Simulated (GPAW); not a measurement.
# ZrCu2P2 (P-3m1): the Cu K absorption edge, part 2 of 2

Aim: the near-edge shape at the Cu K edge of ZrCu2P2 (P-3m1), and what the core hole does to it.

GPAW 26.7.0; X-ray absorption from dipole matrix elements to empty bands, plane-wave PAW LDA.

So far. Step 2 (Ground state of the crystal): The mesh shows no gap, so the system is treated as a metal and the core electron is put at the Fermi level (neutral cell). Step 3 (Spectrum without a core hole, Cu atom 2): Main maxima below 30 eV (height): 7.8 eV (1.28), 15.8 eV (1.39) and 24.0 eV (1.39). A K edge sees empty p states on the absorber.

### Step 5. Spectrum with XCH, Cu atom 2

The holes are 6.6 Å apart. In GPAW the data set carries the hole's charge, so charge=0 means a charged cell and charge=-1 a neutral one. The excited electron is kept in the cell, where it fills the lowest empty states and screens the hole. After the field has converged, empty bands are computed with the density fixed and the dipole matrix elements are summed.

xas.py reads:

```python
import numpy as np
from ase import Atoms
from ase.parallel import parprint, paropen
from gpaw import GPAW, PW, FermiDirac, Mixer, MixerDif, setup_paths
from gpaw.test import gen
setup_paths.insert(0, '.')
gen('Cu', name='fch1s', xcname='LDA', corehole=(1, 0, 1), write_xml=True)
from gpaw.mpi import world
world.barrier()

atoms = Atoms('Zr3Cu6P6',
    cell=[[5.69573091, 3.28843177, 0],
     [0, -6.57686354, 0],
     [1.89857697, 3.28843177, -6.15259226]],
    scaled_positions=[[0, 0, 0],
     [0.33333333, 0.66666667, 0],
     [0.66666667, 0.33333333, 0],
     [0.21296271, 0.45370396, 0.36111188],
     [0.54629604, 0.12037063, 0.36111188],
     [0.87962937, 0.78703729, 0.36111188],
     [0.45370396, 0.87962937, 0.63888812],
     [0.78703729, 0.54629604, 0.63888812],
     [0.12037063, 0.21296271, 0.63888812],
     [0.08405785, 0.58260882, 0.74782645],
     [0.41739118, 0.24927548, 0.74782645],
     [0.75072452, 0.91594215, 0.74782645],
     [0.58260882, 0.75072452, 0.25217355],
     [0.91594215, 0.41739118, 0.25217355],
     [0.24927548, 0.08405785, 0.25217355]],
    pbc=True)
atoms.calc = calc = GPAW(legacy_gpaw=True, mode=PW(430, force_complex_dtype=True), xc='LDA', setups={3: 'fch1s'},
    kpts={'size': (5, 5, 5), 'gamma': True}, occupations=FermiDirac(0.1),
    charge=-1, mixer=Mixer(0.1, 5, 50), maxiter=150,
    convergence={'density': 0.0001, 'eigenstates': 1e-6}, txt='scf.txt')
energy = atoms.get_potential_energy() + calc.get_reference_energy()
ef = calc.get_fermi_level()
out = dict(energy=energy, fermi=ef, forces=atoms.get_forces().tolist())
parprint(f'all-electron energy {energy:.4f} eV, Fermi level {ef:.4f} eV')
ev = np.array([[calc.get_eigenvalues(k, s) for k in range(len(calc.get_ibz_k_points()))] for s in range(calc.get_number_of_spins())])
out['homo'], out['lumo'], out['counts'] = ev[ev < ef].max(), ev[ev > ef].min(), sorted(set((ev < ef).sum((0, 2)).tolist()))
out['filled'] = (ev[:, 0] < ef).sum(1).tolist()

from ase.units import Ha
from gpaw.xas import dipole_matrix_elements
nb = int(calc.get_number_of_electrons() / 2) + 155
top, nb = nb, nb + 8 + nb // 12
nscf = calc.fixed_density(kpts={'size': (5, 5, 5), 'gamma': True}, nbands=nb,
    convergence={'bands': top, 'eigenstates': 1e-5}, maxiter=60, txt='nscf.txt')
cell = atoms.cell.array
ops = [cell.T @ U.T @ np.linalg.inv(cell.T) for U in nscf.wfs.kd.symmetry.op_scc]
E = np.arange(-6, 34, 0.1)
fwhm = np.interp(E, [4, 25], [1.55, 3.5])
Y, X, zero, highest = 0, 0, 1e9, 1e9
for spin in range(nscf.get_number_of_spins()):
    wfs = nscf.wfs
    A = dipole_matrix_elements(wfs.setups[3])
    eps = np.zeros((wfs.kd.nibzkpts, nb))
    d = np.zeros((3, A.shape[1], wfs.kd.nibzkpts, nb), complex)
    for kpt in wfs.kpt_u:
        if kpt.s == spin and 3 in kpt.P_ani:
            eps[kpt.k] = kpt.eps_n * Ha
            d[:, :, kpt.k] = (kpt.weight * wfs.nspins / 2) ** 0.5 * np.inner(A, kpt.P_ani[3])
    world.sum(eps)
    world.sum(d)
    T = np.einsum('amkn,bmkn->abkn', d, d.conj()).real
    T = sum(np.einsum('ai,ijkn,bj->abkn', R, T, R) for R in ops) / len(ops)
    empty = eps > ef
    zero, highest = min(zero, eps[empty].min()), min(highest, eps[:, top - 1].min())
    lines = [(eps, T, empty)] if spin == 0 else lines + [(eps, T, empty)]
for eps, T, empty in lines:
    f = np.einsum('aakn->akn', T).reshape(3, -1)
    x = eps.ravel() - zero
    w = np.interp(x, E, fwhm) / 2.35482
    g = np.exp(-0.5 * ((E[:, None] - x) / w) ** 2) / (w * (2 * np.pi) ** 0.5)
    Y = Y + (f * empty.ravel()) @ g.T
    X = X + (f * ~empty.ravel()) @ g.T
out.update(E=E.round(2).tolist(), xas=Y.tolist(), xes=X.tolist(), zero=zero, valid=highest - zero, nk=len(eps), nb=nb)
for i in range(0, len(E), 10):
    parprint(f'{E[i]:7.2f}', *(f'{v:10.3e}' for v in Y[:, i]))
import json
with paropen('out.json', 'w') as f:
    json.dump(out, f)
```

Command:

```sh
OMP_NUM_THREADS=1 mpirun -n 4 gpaw python xas.py
```

Numbers of over 12 decimals in the logs are rounded to 6 here.

The log of the run:

```text
Input parameters:
  charge: -1
  convergence: {density: 0.0001,
                eigenstates: 1e-06}
  kpts: {gamma: True,
         size: (5, 5, 5)}
  maxiter: 150
  mixer: {backend: pulay,
          beta: 0.1,
          method: separate,
          nmaxold: 5,
          weight: 50}
  mode: {ecut: 430.0,
         force_complex_dtype: True,
         name: pw}
  occupations: {fixmagmom: False,
                name: fermi-dirac,
                width: 0.1}
  setups: {3: fch1s}

Initialize ...

[... PAW data sets ...]

Reference energy: -609703.008471  # eV

Spin-paired calculation

[... convergence settings ...]
Symmetries present (total): 1
  [... symmetry matrices ...]

125 k-points: 5 x 5 x 5 Monkhorst-Pack grid
63 k-points in the irreducible part of the Brillouin zone
       k-points in crystal coordinates                weights
   0:     0.00000000    0.00000000    0.00000000          1/125
   1:     0.00000000    0.00000000    0.20000000          2/125
   2:     0.00000000    0.00000000    0.40000000          2/125
   3:     0.00000000    0.20000000   -0.40000000          2/125
   4:     0.00000000    0.20000000   -0.20000000          2/125
   5:     0.00000000    0.20000000    0.00000000          2/125
   6:     0.00000000    0.20000000    0.20000000          2/125
   7:     0.00000000    0.20000000    0.40000000          2/125
   8:     0.00000000    0.40000000   -0.40000000          2/125
   9:     0.00000000    0.40000000   -0.20000000          2/125
          ...
  62:     0.40000000    0.40000000    0.40000000          2/125

Wave functions: Plane wave expansion
  Cutoff energy: 430.000 eV
  Number of coefficients (min, max): 4638, 4681
  Pulay-stress correction: 0.000000 eV/Ang^3 (de/decut=0.000000)
  Using FFTW library
  Wavefunction extrapolation:
    Improved wavefunction reuse through dual PAW basis

Occupation numbers: Fermi-Dirac:
  width: 0.1000  # eV

Eigensolver
   Davidson(niter=2)

Densities:
  Coarse grid: 32*32*35 grid
  Fine grid: 64*64*70 grid
  Total Charge: 0.000000

Density mixing:
  Method: separate
  Backend: pulay
  Linear mixing parameter: 0.1
  old densities: 5
  Width of damping distribution: 1.1
  Damping of long wavelength oscillations: 50

[... Hamiltonian set-up ...]
Number of atoms: 15
Number of atomic orbitals: 117
Number of bands in calculation: 84
Number of valence electrons: 133
Bands to converge: occupied

... initialized

Initializing position-dependent things.

Density initialized from atomic densities
Creating initial wave functions:
  84 bands from LCAO basis set

         Zr        Zr

            Zr P    Cu  P

             Cu  P     Cu
               Cu   P   Cu

             P   Cu    P

Atomic positions and initial magnetic moments

Positions:
   0 Zr     0.000000    0.000000    0.000000    ( 0.0000,  0.0000,  0.0000)
   1 Zr     1.898577   -3.288432    0.000000    ( 0.0000,  0.0000,  0.0000)
   2 Zr     3.797154    0.000000    0.000000    ( 0.0000,  0.0000,  0.0000)
   3 Cu     1.898577   -1.096144   -2.221774    ( 0.0000,  0.0000,  0.0000)
   4 Cu     3.797154    2.192288   -2.221774    ( 0.0000,  0.0000,  0.0000)
   5 Cu     5.695731   -1.096144   -2.221774    ( 0.0000,  0.0000,  0.0000)
   6 Cu     3.797154   -2.192288   -3.930818    ( 0.0000,  0.0000,  0.0000)
[...]
12 P      3.797154   -2.192288   -1.551521    ( 0.0000,  0.0000,  0.0000)
  13 P      5.695731    1.096144   -1.551521    ( 0.0000,  0.0000,  0.0000)
  14 P      1.898577    1.096144   -1.551521    ( 0.0000,  0.0000,  0.0000)

Unit cell:
           periodic     x           y           z      points  spacing
  1. axis:    yes    5.695731    3.288432    0.000000    32     0.1701
  2. axis:    yes    0.000000   -6.576864    0.000000    32     0.1701
  3. axis:    yes    1.898577    3.288432   -6.152592    35     0.1758

  Lengths:   6.576864   6.576864   7.229991
  Angles:  117.054130  62.945870 120.000000

Effective grid spacing dv^(1/3) = 0.1860

iter:   1  -122.261752
iter:   2  -109.133864   -0.22  -1.14
iter:   3  -106.993894   -1.00  -1.27
iter:   4  -106.045165   -1.15  -1.40
iter:   5  -105.934604   -1.48  -1.59
iter:   6  -105.875418   -2.38  -1.84
iter:   7  -105.948733   -1.89  -2.16
iter:   8  -105.795397   -2.35  -2.26
iter:   9  -105.793534   -3.44  -2.66
iter:  10  -105.791963c  -4.15  -3.06
iter:  11  -105.792398c  -4.02  -3.12
iter:  12  -105.791384c  -4.43  -3.18
iter:  13  -105.791360c  -5.61  -3.43
iter:  14  -105.791251c  -4.95  -3.45
iter:  15  -105.791253c  -5.34  -3.58
iter:  16  -105.791211c  -5.91  -3.92
iter:  17  -105.791182c  -6.17c -4.24c

Converged after 17 iterations.

Dipole moment: (-0.278694, -0.226718, 0.104478) |e|*Ang

Energy contributions relative to reference atoms: (reference = -609703.008471)

Kinetic:         +2.287587
Potential:      -14.363600
External:        +0.000000
XC:             -94.986735
Entropy (-ST):   -0.148086
Local:           +1.345609
SIC:             +0.000000
--------------------------
Free energy:   -105.865225
Extrapolated:  -105.791182

Showing only first 2 kpts
 Kpt  Band  Eigenvalues  Occupancy
  0    64      9.26411    0.79176
  0    65      9.27292    0.75005
  0    66      9.27293    0.74999
  0    67      9.61438    0.03871

  1    64      9.13417    1.41231
  1    65      9.13593    1.40500
  1    66      9.49366    0.12383
[...]
Fermi level: 9.22185

No gap
No difference between direct/indirect transitions

Forces in eV/Ang:
  0 Zr   -0.09289   -0.04277    0.26885
  1 Zr    0.08348   -0.05905    0.26885
  2 Zr    0.00940    0.10183    0.26884
  3 Cu    0.00000   -0.00000   -0.21138
  4 Cu    0.00000   -0.00000    0.03304
  5 Cu   -0.00000    0.00000    0.03325
  6 Cu    0.09968   -0.04549   -0.17668
[...]
12 P     0.47561   -0.27640    0.09157
 13 P    -0.47718   -0.27369    0.09157
 14 P     0.00157    0.55010    0.09157
Scalar-relativistic atomic LDA calculation for Cu (Copper, Z=29)
Core hole in 1s state (1s occupation: 1.0)
600 radial gridpoints.
|------------------------------------------------|
|------------------------------------------------|
[... the atom generator's iteration count ...]

Energy contributions:
-------------------------
Kinetic:    +1336.692400
XC:           -57.131451
Potential:  -2600.779951
-------------------------
Total:      -1321.219003

state      eigenvalue         ekin         rmax
-----------------------------------------------
1s^1.0 :  -337.058981   426.036309        0.034
2s^2.0 :   -41.859242    83.018235        0.193
2p^6.0 :   -37.118937    82.366106        0.153
3s^2.0 :    -4.941495    18.413630        0.596
3p^6.0 :    -3.402187    16.582998        0.594
3d^10.0:    -0.747943    11.230631        0.562
4s^1.0 :    -0.517664     1.791433        2.006
4p^0.0 :    -0.294182     1.077284        2.520
-----------------------------------------------
(units: Bohr and Hartree)

Generating PAW setup
Kinetic energy of the core from tauc = 1233.538363
Cutoffs:
rc(s)=2.200
rc(p)=2.200
rc(d)=2.000
rc(vbar)=1.800
rc(comp)=2.000
rc(nct)=2.200

Kinetic energy of the core states: 1222.594660
Charge: 1.0
Core electrons: 17.0
Valence electrons: 11.0
Pseudo-core charge: 0.267927
Shape function alpha=2.500
Pseudo-electron charge 3.306954
state    eigenvalue         norm
--------------------------------
4s(1) :    -0.517664     1.110086
*s    :     0.482336
4p(0) :    -0.294182     1.012069
*p    :     0.705818
3d(10):    -0.747943     0.192894
*d    :     0.252057
--------------------------------

Diagonalizing with gridspacing h=0.050

state   all-electron     PAW
-------------------------------
4s:      -0.517664    -0.517809
4p:      -0.294182    -0.294289
3d:      -0.747943    -0.748405
*f:                   -0.018700
-------------------------------
all-electron energy -609808.7997 eV, Fermi level 9.2218 eV
[...]
31.00  2.132e-07  2.132e-07  1.702e-07
  32.00  1.963e-07  1.963e-07  1.723e-07
  33.00  1.808e-07  1.808e-07  1.699e-07
```

Elapsed: 12 min, on 4 MPI ranks of Arm Neoverse V1, shared host; peak memory 0.95 GiB.

The Cu K spectrum, Cu atom 2, excited-electron core hole (neutral cell) (energy from the lowest empty level; intensity scaled to a mean of 1 over the first 20 eV; polarised curves are means over the symmetry-equivalent atoms):

```
E (eV)  isotropic  ε ⊥ c  ε ∥ c
  -2.0       0.00   0.00   0.00
  -0.5       0.04   0.03   0.08
   1.0       0.27   0.29   0.24
   2.5       0.56   0.66   0.37
   4.0       0.87   0.96   0.69
   5.5       1.11   1.04   1.26
   7.0       1.28   0.99   1.87
   8.5       1.06   0.98   1.24
  10.0       0.98   1.06   0.83
  11.5       1.05   1.13   0.91
  13.0       1.17   1.24   1.03
  14.5       1.28   1.29   1.27
  16.0       1.20   1.17   1.26
  17.5       1.09   1.05   1.16
  19.0       1.14   1.12   1.17
  20.5       1.16   1.19   1.12
  22.0       1.21   1.22   1.20
  23.5       1.24   1.20   1.31
  25.0       1.15   1.11   1.25
  26.5       1.11   1.09   1.13
  28.0       1.18   1.23   1.08
  29.5       1.26   1.37   1.05
  31.0       1.22   1.31   1.04
```

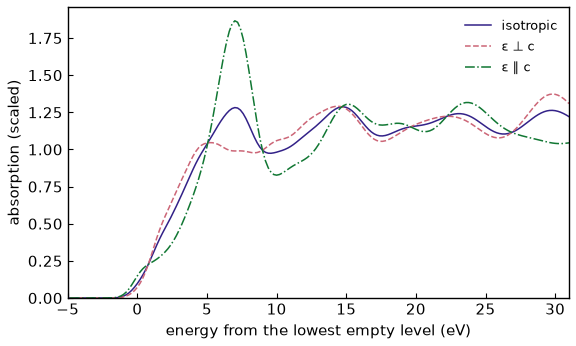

The Cu K edge, Cu atom 2, excited-electron core hole (neutral cell): main maxima at 7.0, 14.8 and 29.8 eV.

Main maxima below 30 eV (height): 7.0 eV (1.28), 14.8 eV (1.29), 23.0 eV (1.24) and 29.8 eV (1.26). 

The total-energy difference is 8992.20 eV. One term is added: -29.79 eV, since the hole is spin-paired here and a spin-polarised one costs that much less in the free atom (computed apart). The photon energy is then 8962.41 eV. The tabulated edge of the element is 8979 eV. The functional leaves an error in such absolute values: in the free atom LDA prices this hole 18.3 eV below PBE (computed apart), and PBE is itself good to a few eV.

### Step 6. With and without the hole

Both curves are counted from their own zero, so only the shift of weight within the empty states shows.

```
E (eV)  no hole   XCH
  -2.0     0.00  0.00
  -1.0     0.01  0.01
   0.0     0.10  0.10
   1.0     0.22  0.27
   2.0     0.39  0.47
   3.0     0.51  0.66
   4.0     0.66  0.87
   5.0     0.86  1.04
   6.0     1.01  1.19
   7.0     1.20  1.28
   8.0     1.27  1.17
   9.0     1.11  0.99
  10.0     1.04  0.98
  11.0     1.02  1.02
  12.0     1.08  1.09
  13.0     1.19  1.17
  14.0     1.27  1.26
  15.0     1.36  1.28
  16.0     1.38  1.20
  17.0     1.28  1.11
  18.0     1.20  1.10
  19.0     1.21  1.14
  20.0     1.27  1.16
  21.0     1.30  1.18
  22.0     1.33  1.21
  23.0     1.37  1.24
  24.0     1.39  1.22
  25.0     1.35  1.15
  26.0     1.28  1.11
  27.0     1.25  1.12
  28.0     1.29  1.18
  29.0     1.36  1.25
  30.0     1.42  1.26
  31.0     1.42  1.22
```

With each curve scaled to its own mean, the area from −2 to 6 eV with the hole is 4.0 against 3.2, and the centre of weight from −1 to 20 eV moves by -0.5 eV: the hole pulls the absorber's empty states down.

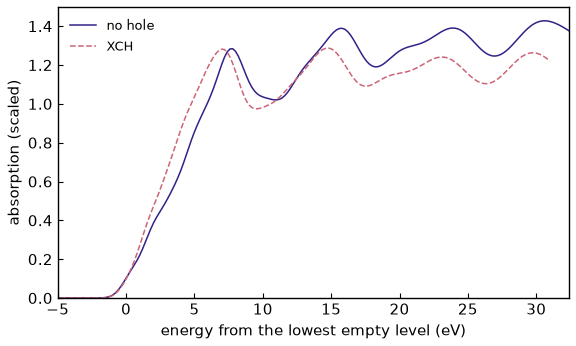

The Cu K edge with and without the core hole, each from its own zero; the highest intensity below 24 eV lies at 14.8 eV with the hole.

### Step 7. Outcome

| Item | Value |
| --- | --- |
| absorber and edge | Cu K, atom 2 of the ground-state input (counted from 1) |
| surroundings | 3 P at 2.29 Å and 1 P at 2.38 Å (distorted tetrahedral, site symmetry 3m) |
| highest intensity below 24 eV | 14.8 eV above the zero, height 1.29 |
| photon energy of the zero, with the added terms | 8962.4 eV (raw 8992.2 eV; LDA puts this hole about 18 eV below PBE, itself good to a few eV) |

**Reading.** The Cu K edge of atom 2, with 3 P at 2.29 Å and 1 P at 2.38 Å (distorted tetrahedral, site symmetry 3m), has its highest intensity of the first 24 eV at 14.8 eV above the zero, near 8977 eV in photon energy (LDA puts this hole about 18 eV below PBE, itself good to a few eV), 1.3 times the mean level of the first 20 eV (Gaussian full width 1.55 eV up to 4 eV, rising linearly to 3.5 eV at 25 eV). With each curve scaled to its own mean, the area from −2 to 6 eV with the hole is 4.0 against 3.2, and the centre of weight from −1 to 20 eV moves by -0.5 eV: the hole pulls the absorber's empty states down. At the Cu K edge of atom 2 polarisation matters most near 7.0 eV, where the curves differ by 0.9 on this scale. The script folds with a Gaussian, whereas the core hole's own line is a Lorentzian, so the onset is too steep and the first peak too high. Lifetime broadening is put in by hand, and intensities beyond about 20 eV depend on it and on the partial waves. The structure is a computed Materials Project entry and may be a hypothetical form.

[Banner, clock and machine lines of the logs are left out without a mark of their own.]

[Logs are printed without paths, hosts, clocks, repeated set-up lines and the standing remarks that a program may print on its own settings, such as how far it seeks lower states.]

[Hosts, paths, dates, database ids (printed as entryN), source tags and the programs' standing remarks are cut or masked in the printed files.]

[Lists of maxima count a maximum above −3 eV only where it reaches 4 % of the highest in the window and stands out from its surroundings by 2 % of it (1.5 % where it reaches 55 %); shoulders and weaker maxima are passed over, and of the rest the first, up to two pre-edge ones and the few strongest are named.]
